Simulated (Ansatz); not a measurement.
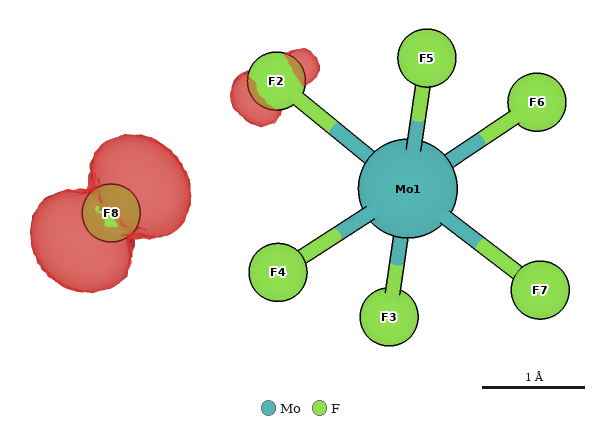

Figure 1: F6Mo···F (doublet). Isosurfaces of the spin density (α minus β) at +0.15 (red) and −0.15 e/Å³ (blue), seen at a tilt.

Core potentials replace the inner electrons of Mo.

Computed with Ansatz, UKS PBE/def2-SVP.

```xyz
8

Mo   -0.1081   -0.1052    0.0879
F    -0.4776   -0.4552    1.8839
F     1.6965   -0.1614    0.4240
F    -0.1359    1.7022    0.4129
F    -1.9212   -0.0712   -0.2381
F    -0.1019   -1.9210   -0.2244
F     0.2183    0.2042   -1.6949
F     0.8298    0.8076    3.0585
```

Q: Where is the unpaired spin?

A: The unpaired spin (1 electron) lies mostly on F8 (about 0.9) and F2 (about 0.1), in electrons by Hirshfeld's partition. Only one sign reaches the isovalue.
